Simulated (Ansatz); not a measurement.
**H3NO (SMILES NO) at 6 levels**

Aim: a comparison of 6 runs (CAM-B3LYP/STO-3G, PBE0/STO-3G, SVWN5/STO-3G, revPBE/STO-3G, RPA@PBE/STO-3G, CCSDT/STO-3G) of H3NO. 

The results are computed with Ansatz 0.2.0.

45 further runs of the same task are left out: 2 that didn't finish, 43 set aside as unsound or not needed.

## Step 1: The molecule

H3NO has 5 atoms, charge 0, and is taken as a singlet. SMILES: `NO`. The H4–N1 distance was set to 1.270 Å, away from the relaxed value.

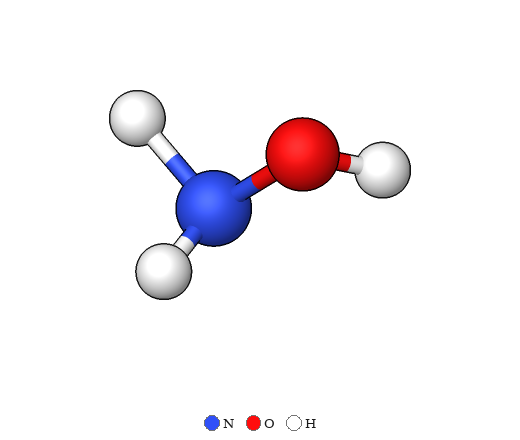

Viewed from a chosen angle; nitrogen blue, oxygen red, hydrogen white.

## Step 2: A single-point energy at CAM-B3LYP/STO-3G (run 1)

Input file in.yaml:

```yaml
crystal:
  periodic: [false, false, false]
  atoms:
    - {symbol: N, position_ang: [0.078980, -0.424144, -0.289914]}
    - {symbol: O, position_ang: [0.608560, 0.603186, 0.539316]}
    - {symbol: H, position_ang: [0.081410, -1.252874, 0.298026]}
    - {symbol: H, position_ang: [-1.141650, -0.109840, -0.446210]}
    - {symbol: H, position_ang: [1.349110, 0.932246, 0.023816]}
basis:
  gaussian: {orbitals: STO-3G}
hamiltonian: {xc: {name: CAM-B3LYP}}
accuracy: high
```

On the command line:

```
$ ansatz run in.yaml --threads 1 --pin off --max-ram 3480MiB --events-out events.jsonl --progress --plain --runs-dir runs
```

The program printed:

```text
Warning: RAYON_NUM_THREADS=1 ignored (pool sized by the plan → 1); use --threads N
Functional definition: CAM-B3LYP
  name "CAM-B3LYP"
  parameter alpha = 0.19
  parameter beta = 0.46
  parameter omega = 0.33/bohr
  parameter ac = 0.81
  exchange = (1 - alpha - beta)*b88_x + beta*b88_x_sr(omega) + alpha*exact_x + beta*exact_x_lr(omega)
  correlation = (1 - ac)*vwn5_c + ac*lyp_c
209 factors; integrals over basis functions are off by at most 2.6e-8 eV
125 factors; integrals over basis functions are off by at most 6.3e-10 eV
mean field evaluation 1: about -3532.3828 eV, gradient 1.0e1 eV
mean field evaluation 2: about -3532.7345 eV, gradient 5.2e0 eV
mean field evaluation 4: about -3532.8129 eV, gradient 4.1e-1 eV
mean field evaluation 8: about -3532.7927 eV, gradient 3.1e-3 eV
mean field evaluation 16: about -3532.7927 eV, gradient 1.0e-8 eV
mean field -3532.79271106 eV, -129.8277375186 hartree, gradient 2.0e-8 eV, S^2 0.000000; 0 other end points of the search recorded, 0 dependent functions left out
reference -3532.79272270 eV, -129.8277379462 hartree; 9, 9 occupied and 4, 4 virtual orbitals, 209 factors
Total energy: -3532.79272270 eV, -129.8277379462 hartree
```

It took 0.81 s on 1 thread of Arm Neoverse V1, shared host.

## Step 3: A single-point energy at PBE0/STO-3G (run 2)

Input file input.yaml:

```yaml
crystal:
  periodic: [false, false, false]
  atoms:
    - {symbol: "N", position_ang: [0.078980, -0.424144, -0.289914]}
    - {symbol: O, position_ang: [0.608560, 0.603186, 0.539316]}
    - {symbol: H, position_ang: [0.081410, -1.252874, 0.298026]}
    - {symbol: H, position_ang: [-1.141650, -0.109840, -0.446210]}
    - {symbol: H, position_ang: [1.349110, 0.932246, 0.023816]}
basis:
  gaussian: {orbitals: STO-3G}
accuracy: high
hamiltonian: {xc: pbe0}
```

On the command line:

```
$ ansatz run input.yaml --threads 1 --pin off --max-ram 3480MiB --events-out events.jsonl --progress --plain --runs-dir runs
```

The program printed:

```text
Warning: RAYON_NUM_THREADS=1 ignored (pool sized by the plan → 1); use --threads N
Functional definition: PBE0
  name "PBE0"
  parameter a = 0.25
  parameter kappa = 0.804
  parameter beta = 0.06672455060314922
  exchange = (1 - a)*pbe_x(kappa = kappa, mu = beta*pi^2/3) + a*exact_x
  correlation = pbe_c(beta = beta)
209 factors; integrals over basis functions are off by at most 2.6e-8 eV
mean field evaluation 1: about -3530.8489 eV, gradient 9.2e0 eV
mean field evaluation 2: about -3531.0726 eV, gradient 5.9e0 eV
mean field evaluation 4: about -3531.1842 eV, gradient 4.7e-1 eV
mean field evaluation 8: about -3531.1776 eV, gradient 2.9e-3 eV
mean field evaluation 16: about -3531.1776 eV, gradient 2.3e-8 eV
mean field -3531.17761939 eV, -129.7683839944 hartree, gradient 2.3e-8 eV, S^2 0.000000; 0 other end points of the search recorded, 0 dependent functions left out
reference -3531.17762069 eV, -129.7683840424 hartree; 9, 9 occupied and 4, 4 virtual orbitals, 209 factors
Total energy: -3531.17762069 eV, -129.7683840424 hartree
```

Run time: 0.71 s. Hardware: 1 thread of Arm Neoverse V1, shared host.

Runs 3 to 5 aren't shown in full; the table further down has their settings and results.

## Step 4: A single-point energy at CCSDT/STO-3G (run 6)

Input file run.yaml:

```yaml
crystal:
  periodic: [false, false, false]
  atoms:
    - {symbol: "N", position_ang: [0.078980, -0.424144, -0.289914]}
    - {symbol: O, position_ang: [0.608560, 0.603186, 0.539316]}
    - {symbol: H, position_ang: [0.081410, -1.252874, 0.298026]}
    - {symbol: H, position_ang: [-1.141650, -0.109840, -0.446210]}
    - {symbol: H, position_ang: [1.349110, 0.932246, 0.023816]}
basis:
  gaussian: {orbitals: STO-3G}
correlation: {method: ccsdt, frozen_orbitals: {H: 0, "N": 1, O: 1}}
accuracy: high
scf: {omitted_lower_state_checks: [cluster_reference, increment]}
```

On the command line:

```
$ ansatz run run.yaml --threads 1 --pin off --max-ram 3480MiB --events-out events.jsonl --progress --plain --runs-dir runs
```

The program printed, cut to the lines that bear on the results:

```text
Warning: RAYON_NUM_THREADS=1 ignored (pool sized by the plan → 1); use --threads N
Functional definition: HF
  name "HF"
[...]
209 factors; integrals over basis functions are off by at most 2.6e-8 eV
[...]
mean field -3516.39701320 eV, -129.2252067356 hartree, gradient 2.4e-8 eV, S^2 0.000000; 0 other end points of the search recorded, 0 dependent functions left out
2 core orbitals not correlated: weight in the atoms' cores, before any rotation towards them, 1.000 or more for the frozen orbitals, at most 0.000 for the correlated occupied ones
reference -3516.39701320 eV, -129.2252067356 hartree; 7, 7 occupied and 4, 4 virtual orbitals, 209 factors
second order -2.50825563 eV of doubles, -0.00000000 eV of singles
cycle   1  -3.11202720 eV  change   -6.0e-1 eV  update   6.2e-2
[...]
cycle  23  -3.48202231 eV  change   -1.2e-9 eV  update  4.7e-10
Total energy: -3519.87903551 eV, -129.3531686954 hartree
Checks for a lower state left out: cluster_reference, increment
```

It took 0.18 s on 1 thread of Arm Neoverse V1, shared host.

## Step 5: Overview of the runs

```
run             level  frozen core orbitals  energy (Eh)  wall time
  1  CAM-B3LYP/STO-3G                     –  -129.827738     0.81 s
  2       PBE0/STO-3G                     –  -129.768384     0.71 s
  3      SVWN5/STO-3G                     –  -128.863097     0.46 s
  4     revPBE/STO-3G                     –  -129.867000     0.77 s
  5    RPA@PBE/STO-3G                     2  -129.418887     0.99 s
  6      CCSDT/STO-3G                     2  -129.353169     0.18 s
```

## Step 6: What came out

| quantity | value |
| --- | --- |
| run 6: total energy | -129.35317 Eh |
| run 6: correlation energy (2 core orbitals frozen) | -128.0 mEh |
| run 6: T1 diagnostic | 0.008 |

What this shows: Totals of different functionals can't be ranked against each other. In runs 1, 2, 3, 4, 5, 6 the basis is minimal, so the values are rough. All runs together took 3.9 s, the longest 0.99 s.
